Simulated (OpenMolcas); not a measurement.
# GaBH3ClO (SMILES O[B](Cl)[GaH2]): levels of theory compared

We compute a comparison of 6 runs (HF/STO-3G, HF/3-21G, HF/6-31G*, M06-L/6-31G*, PBE/6-31G*, TPSS/6-31G*) of GaBH3ClO. 

The results are computed with OpenMolcas 26.06.

1 further run of the same task is left out (set aside as unsound or not needed).

## Step 1: The structure to begin with

GaBH3ClO: 7 atoms, total charge 0, spin state singlet. As SMILES, `O[B](Cl)[GaH2]`. The shape is that of a PBE0-D4/def2-TZVP optimisation. This is one conformer, not always the lowest.

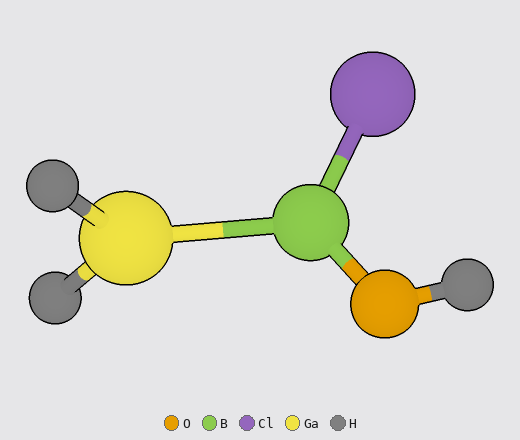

The structure, seen from a chosen angle (oxygen amber, boron green, chlorine purple, gallium yellow, hydrogen grey).

## Step 2: Energy and gradient at HF/STO-3G (run 1)

run.inp reads:

```
* BClGaH3O Hartree-Fock

&GATEWAY
  BasLib
  $CurrDir
  Coord
  7
  angstrom
  O       -0.845500      -1.229100       0.927100
  B       -0.031900      -0.664900       0.017900
  Cl       0.899000      -1.736200      -1.070500
  Ga       0.202400       1.406200      -0.190800
  H       -0.850900      -2.194300       0.905900
  H       -0.691300       2.232500      -1.186100
  H        1.318000       2.185900       0.596500
  Basis
  STO-3G
  Group
  NoSym

&SEWARD

&SCF
  Thresholds
  1e-10 1e-07 1e-07 1e-05
  PrOrbitals
  1 2

&ALASKA
```

The basis set STO-3G is read from a file made from the Basis Set Exchange's data (not shown).

Run with:

```bash
$ export MOLCAS_MEM=1860
$ pymolcas run.inp > run.log
```

What it wrote:

```text
--- Start Module: gateway ---
[...]
--- Stop Module: gateway /rc=_RC_ALL_IS_WELL_ ---
[...]
      Basis functions           40
[...]
--- Start Module: scf ---
[...]
       Convergence after  59 Iterations
[...]
::    Total SCF energy                              -2455.4880051962
[...]
      Total spin, S                                     0.0000000000
[...]
      Total electronic charge=   64.000000
      Total            charge=   -0.000000
[...]
      Dipole Moment (debye):
      Origin of the operator (angstrom)=    0.2336    0.0857   -0.2631
                   X= -1.0310E+00               Y=  5.2494E-03               Z=  1.1722E+00           Total=  1.5612E+00
      Quadrupole Moment (debye*angstrom):
[...]
--- Stop Module: scf /rc=_RC_ALL_IS_WELL_ ---
[...]
--- Start Module: alaska ---
[...]
 *              Molecular gradients               *
 **************************************************
  Irreducible representation: a
 ------------------------------------------------------------------------------------------
                              X                       Y                       Z
 ------------------------------------------------------------------------------------------
  O1               -7.41825276456254E-03   -2.84018480545187E-02    7.65589231127173E-03
  B2                1.23141539982842E-02   -4.89929517878585E-02   -1.53394442882086E-02
  CL3              -9.44891474365228E-03    1.40142251721898E-02    1.10917553263388E-02
  GA4              -2.98620797202132E-03   -2.22162709029980E-02    2.74066410070399E-03
  H5               -5.06004470344656E-04    2.44792725347658E-02    1.27311193272164E-03
  H6               -3.70500714746758E-02    3.15043430565414E-02   -4.01816262381818E-02
  H7                4.50952974268946E-02    2.96132299818135E-02    3.27596468553124E-02
 ------------------------------------------------------------------------------------------
--- Stop Module: alaska /rc=_RC_ALL_IS_WELL_ ---
[...]
```

Wall time 3.6 s (1 thread of Arm Neoverse V2, shared host); peak memory 0.37 GiB.

## Step 3: Energy and forces at HF/3-21G (run 2)

calc.input reads:

```
&GATEWAY
 BasLib = $CurrDir
 Coord
 7
 angstrom
 O       -0.845500      -1.229100       0.927100
 B       -0.031900      -0.664900       0.017900
 Cl       0.899000      -1.736200      -1.070500
 Ga       0.202400       1.406200      -0.190800
 H       -0.850900      -2.194300       0.905900
 H       -0.691300       2.232500      -1.186100
 H        1.318000       2.185900       0.596500
 Basis = 3-21G
 Group = NoSym

&SEWARD

&SCF
 Thresholds = 1e-10 1e-07 1e-07 1e-05
 PrOrbitals = 1 2

&ALASKA
```

The basis set 3-21G is read from a file made from the Basis Set Exchange's data (not shown).

Run with:

```bash
$ export MOLCAS_MEM=1860
$ pymolcas calc.input > calc.log
```

What it wrote:

```text
--- Start Module: gateway ---
[...]
--- Stop Module: gateway /rc=_RC_ALL_IS_WELL_ ---
[...]
      Basis functions           59
[...]
--- Start Module: scf ---
[...]
       Convergence after  13 Iterations
[...]
::    Total SCF energy                              -2471.9256434104
[...]
      Total spin, S                                     0.0000000000
[...]
      Total electronic charge=   64.000000
      Total            charge=   -0.000000
[...]
      Dipole Moment (debye):
      Origin of the operator (angstrom)=    0.2336    0.0857   -0.2631
                   X= -9.8934E-01               Y= -7.7650E-01               Z=  1.1028E+00           Total=  1.6727E+00
      Quadrupole Moment (debye*angstrom):
[...]
--- Stop Module: scf /rc=_RC_ALL_IS_WELL_ ---
[...]
--- Start Module: alaska ---
[...]
 *              Molecular gradients               *
 **************************************************
  Irreducible representation: a
 ------------------------------------------------------------------------------------------
                              X                       Y                       Z
 ------------------------------------------------------------------------------------------
  O1                4.69698208267033E-03    1.06761573433483E-02   -5.01776226065509E-03
  B2               -3.87706219941775E-04   -3.05766159759724E-02   -4.37557694912272E-04
  CL3              -1.35364799034789E-02    1.78711390152841E-02    1.58795048761817E-02
  GA4               4.32951576883722E-04   -3.82416148126552E-03   -6.17586865422182E-04
  H5                8.48240078785542E-03    7.24088399529776E-03   -9.44402231336572E-03
  H6                2.20740908010297E-03   -7.54594799500019E-04    1.62945783141577E-03
  H7               -1.89555740410974E-03   -6.32808097139836E-04   -1.99203357330591E-03
 ------------------------------------------------------------------------------------------
--- Stop Module: alaska /rc=_RC_ALL_IS_WELL_ ---
[...]
```

Wall time 2.9 s (1 thread of Arm Neoverse V2, shared host); peak memory 0.39 GiB.

Runs 3 to 5 aren't shown in full; the table further down has their settings and results.

## Step 4: Energy and gradient at TPSS/6-31G(d) (spherical functions) (run 6)

struct.xyz reads:

```xyz
7

O     -0.845500    -1.229100     0.927100
B     -0.031900    -0.664900     0.017900
Cl     0.899000    -1.736200    -1.070500
Ga     0.202400     1.406200    -0.190800
H     -0.850900    -2.194300     0.905900
H     -0.691300     2.232500    -1.186100
H      1.318000     2.185900     0.596500
```

test.inp reads:

```
&GATEWAY
  BasLib
  $CurrDir
  Coord
  struct.xyz
  Basis
  6-31Gs
  Group
  NoSym

&SEWARD
  GridInput
  Grid=UltraFine
  End of Grid

&SCF
  KSDFT
  2
  1.0 MGGA_X_TPSS
  1.0 MGGA_C_TPSS
  Thresholds
  1e-10 1e-07 1e-07 1e-05
  PrOrbitals
  1 1

&ALASKA
```

The basis set 6-31G* is read from a file made from the Basis Set Exchange's data (not shown).

Run with:

```bash
$ export MOLCAS_MEM=1860
$ pymolcas test.inp > test.log
```

What it wrote:

```text
--- Start Module: gateway ---
[...]
--- Stop Module: gateway /rc=_RC_ALL_IS_WELL_ ---
[...]
      Basis functions           84
[...]
--- Start Module: scf ---
[...]
       Convergence after  15 Iterations
[...]
::    Total KS-DFT energy                           -2486.7178200037
[...]
      Total spin, S                                     0.0000000000
[...]
      Total electronic charge=   64.000000
      Total            charge=   -0.000000
[...]
      Dipole Moment (debye):
      Origin of the operator (angstrom)=    0.2336    0.0857   -0.2631
                   X= -7.3125E-01               Y= -1.3290E+00               Z=  7.9385E-01           Total=  1.7121E+00
      Quadrupole Moment (debye*angstrom):
[...]
--- Stop Module: scf /rc=_RC_ALL_IS_WELL_ ---
[...]
--- Start Module: alaska ---
[...]
 *              Molecular gradients               *
 **************************************************
  Irreducible representation: a
 ------------------------------------------------------------------------------------------
                              X                       Y                       Z
 ------------------------------------------------------------------------------------------
  O1                7.52867536176360E-03   -1.10824815682946E-02   -8.86780750392546E-03
  B2               -2.87193659056853E-03   -8.73770843684962E-03    3.01252159421539E-03
  CL3              -5.02390859119473E-03    5.07188276997894E-03    5.84829458066238E-03
  GA4               8.51818754647127E-04    3.06810753182063E-03   -8.98915761703555E-04
  H5                5.18084300322741E-05    1.48014340836049E-02    3.58481679139655E-04
  H6                1.10483975228437E-03   -1.60268909536887E-03    1.48924514191329E-03
  H7               -1.64129711698635E-03   -1.51854528490158E-03   -9.41819730315707E-04
 ------------------------------------------------------------------------------------------
--- Stop Module: alaska /rc=_RC_ALL_IS_WELL_ ---
[...]
```

Run time: 36 s. Hardware: 1 thread of Arm Neoverse V2, shared host; peak memory 0.46 GiB.

## Step 5: All runs side by side

```csv
run,level,integration grid,energy (Eh),dipole moment (D),HOMO energy (eV),LUMO energy (eV),wall time
1,HF/STO-3G,–,-2455.488005,1.56,-6.99,4.31,3.6 s
2,HF/3-21G,–,-2471.925643,1.67,-10.44,1.00,2.9 s
3,HF/6-31G* (spherical functions),–,-2483.800865,1.43,-10.43,1.00,11 s
4,M06-L/6-31G* (spherical functions),UltraFine,-2486.620223,1.64,-6.66,-2.18,35 s
5,PBE/6-31G* (spherical functions),UltraFine,-2486.084271,1.73,-6.40,-2.49,30 s
6,TPSS/6-31G* (spherical functions),UltraFine,-2486.717820,1.71,-6.57,-2.32,36 s
```

## Step 6: What came out

| quantity | value |
| --- | --- |
| run 6: total energy | -2486.71782 Eh |
| run 6: dipole moment | 1.71 D |
| run 6: HOMO energy | -6.57 eV |
| run 6: LUMO energy | -2.32 eV |
| run 6: HOMO–LUMO gap | 4.25 eV |
| run 6: largest force on an atom | 0.826 eV/Å |

**Reading.** The dipole moment (its size) runs from 1.43 D (HF/6-31G*) to 1.73 D (PBE/6-31G*). The HOMO–LUMO gap runs from 3.92 eV (PBE/6-31G*) to 11.44 eV (HF/3-21G). The two ends differ in method and basis. Totals of different functionals can't be ranked against each other. In run 1 the basis is minimal, so the values are rough. All runs together took 2 min, the longest 36 s.
